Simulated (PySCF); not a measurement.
# C5H8OS (tetrahydrothiopyran-4-one): levels of theory compared

Aim: a comparison of 3 runs (B2PLYP/6-31G*, wB97M-V/6-31G*, wB97X/6-31G*) of C5H8OS (tetrahydrothiopyran-4-one). 

The calculation is run with PySCF 2.14.0.

1 further run of the same task is left out (set aside as unsound or not needed).

### 1 The system as given

The species is C5H8OS (15 atoms), meant as a singlet with charge 0. SMILES: `O=C1CCSCC1`. The coordinates come from a GFN2-xTB relaxation. This is a higher conformer, about 10 kJ/mol above the lowest found by a separate search.

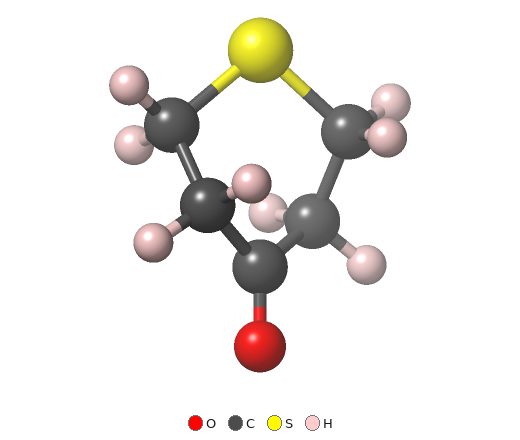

Viewed from a chosen angle; oxygen red, carbon dark grey, sulfur yellow, hydrogen pink.

### 2 The energy at B2PLYP/6-31G(d) (spherical functions) (run 1)

calc.py

```python
from pyscf import gto, dft, mp

system = gto.M(
    atom='''
O   -2.316770  -0.268950  -0.904080
C   -1.201600  -0.140430  -0.469970
C   -0.173970  -1.249750  -0.519900
C    0.746520  -1.249350   0.687220
S    1.846740   0.211000   0.708880
C    0.745820   1.424060  -0.104650
C   -0.720050   1.143010   0.170950
H   -0.694310  -2.206870  -0.602330
H    0.414350  -1.117370  -1.433440
H    1.410620  -2.112470   0.673000
H    0.175030  -1.261270   1.616540
H    0.952850   1.407700  -1.175850
H    1.038900   2.394660   0.293700
H   -1.339010   1.968090  -0.189340
H   -0.885120   1.057940   1.249270
''',
    basis='6-31g*',
    max_memory=1860,
    verbose=4,
    charge=0,
    spin=0,
)

mf = dft.RKS(system, xc='0.53*HF + 0.47*B88, 0.73*LYP')
mf.grids.level = 5
mf.conv_tol = 1e-10
mf.kernel()
if not mf.converged:
    mf = mf.newton().run(mf.mo_coeff, mf.mo_occ)

pt = mp.MP2(mf, frozen=11).run()
energy = mf.e_tot + 0.27 * pt.e_corr
print('PT2 part  %.8f' % (0.27 * pt.e_corr))
print(f'total energy: {energy:.8f} hartree')
```

On the command line:

```sh
$ OMP_NUM_THREADS=1 python calc.py
```

Output:

```text
PySCF version 2.14.0

[... 87 lines left out ...]
converged SCF energy = -667.97639054378
[... 1 line left out ...]
******** <class 'pyscf.mp.mp2.RMP2'> ********
nocc = 20, nmo = 107
frozen orbitals 11
E(RMP2) = -669.122226452335  E_corr = -1.14583590855518
E(SCS-RMP2) = -669.095879994278  E_corr = -1.11948945049831
E_corr(same-spin) = -0.294823430501436
E_corr(oppo-spin) = -0.851012478053748
PT2 part  -0.30937570
total energy: -668.28576624 hartree
```

It took 60 s on 1 thread of Intel Xeon at 2.70GHz, shared host; peak memory 0.68 GiB.

### 3 The energy at wB97M-V/6-31G(d) (spherical functions) (run 2)

start.xyz

```xyz
15
C5H8OS
O     -2.316770    -0.268950    -0.904080
C     -1.201600    -0.140430    -0.469970
C     -0.173970    -1.249750    -0.519900
C      0.746520    -1.249350     0.687220
S      1.846740     0.211000     0.708880
C      0.745820     1.424060    -0.104650
C     -0.720050     1.143010     0.170950
H     -0.694310    -2.206870    -0.602330
H      0.414350    -1.117370    -1.433440
H      1.410620    -2.112470     0.673000
H      0.175030    -1.261270     1.616540
H      0.952850     1.407700    -1.175850
H      1.038900     2.394660     0.293700
H     -1.339010     1.968090    -0.189340
H     -0.885120     1.057940     1.249270
```

input.py

```python
from pyscf import gto, dft

molecule = gto.M(
    atom='start.xyz',
    verbose=3,
    charge=0,
    max_memory=1860,
    basis='6-31g*',
)

ks = dft.RKS(molecule)
ks.xc = 'wb97m-v'
ks.nlcgrids.level = 1
ks.conv_tol = 1e-10
ks.grids.level = 5
ks.kernel()
if not ks.converged:
    ks = ks.newton().run(ks.mo_coeff, ks.mo_occ)

energy = ks.e_tot
print('Final energy', energy)
```

On the command line:

```sh
$ OMP_NUM_THREADS=1 python input.py
```

Output:

```text
converged SCF energy = -668.600992319689
Final energy -668.6009923196887
```

It took 6.2 min on 1 thread of Intel Xeon at 2.70GHz, shared host; peak memory 0.79 GiB.

### 4 A single-point energy at wB97X/6-31G(d) (spherical functions) (run 3)

calc.py

```python
from pyscf import gto, dft

system = gto.M(
    atom=[
    ('O', (-2.316770, -0.268950, -0.904080)),
    ('C', (-1.201600, -0.140430, -0.469970)),
    ('C', (-0.173970, -1.249750, -0.519900)),
    ('C', (0.746520, -1.249350, 0.687220)),
    ('S', (1.846740, 0.211000, 0.708880)),
    ('C', (0.745820, 1.424060, -0.104650)),
    ('C', (-0.720050, 1.143010, 0.170950)),
    ('H', (-0.694310, -2.206870, -0.602330)),
    ('H', (0.414350, -1.117370, -1.433440)),
    ('H', (1.410620, -2.112470, 0.673000)),
    ('H', (0.175030, -1.261270, 1.616540)),
    ('H', (0.952850, 1.407700, -1.175850)),
    ('H', (1.038900, 2.394660, 0.293700)),
    ('H', (-1.339010, 1.968090, -0.189340)),
    ('H', (-0.885120, 1.057940, 1.249270)),
],
    verbose=4,
    max_memory=1860,
    basis='6-31g*',
)

mf = dft.RKS(system)
mf.xc = 'wb97x'
mf.conv_tol = 1e-10
mf.grids.level = 5
mf.kernel()
if not mf.converged:
    mf = mf.newton().run(mf.mo_coeff, mf.mo_occ)

etot = mf.e_tot
print('E(%s) = %.9f' % ('WB97X', etot))
```

On the command line:

```sh
$ OMP_NUM_THREADS=1 python calc.py
```

Output:

```text
PySCF version 2.14.0

[... 84 lines left out ...]
converged SCF energy = -668.668652130523
E(WB97X) = -668.668652131
```

It took 1.8 min on 1 thread of Intel Xeon at 2.70GHz, shared host; peak memory 0.68 GiB.

### 5 All runs side by side

| run | level | frozen core orbitals | nlc grid | energy (Eh) | dipole moment (D) | HOMO energy (eV) | LUMO energy (eV) | wall time |
| --- | --- | --- | --- | --- | --- | --- | --- | --- |
| 1 | B2PLYP/6-31G* (spherical functions) | 11 | – | -668.285766 | 1.07 | -7.49 | 1.34 | 60 s |
| 2 | wB97M-V/6-31G* (spherical functions) | – | 1 | -668.600992 | 0.92 | -8.62 | 2.04 | 6.2 min |
| 3 | wB97X/6-31G* (spherical functions) | – | – | -668.668652 | 0.90 | -8.82 | 2.04 | 1.8 min |

### 6 Results

```
            quantity          value
 run 3: total energy  -668.66865 Eh
run 3: dipole moment         0.90 D
  run 3: HOMO energy       -8.82 eV
  run 3: LUMO energy        2.04 eV
run 3: HOMO–LUMO gap       10.85 eV
```

What this shows: The dipole moment (its size) runs from 0.90 D (wB97X/6-31G*) to 1.07 D (B2PLYP/6-31G*). A double hybrid's value is that of its SCF part. The HOMO–LUMO gap runs from 8.83 eV (B2PLYP/6-31G*) to 10.85 eV (wB97X/6-31G*). Totals of different functionals can't be ranked against each other. All runs together took 8.9 min, the longest 6.2 min.
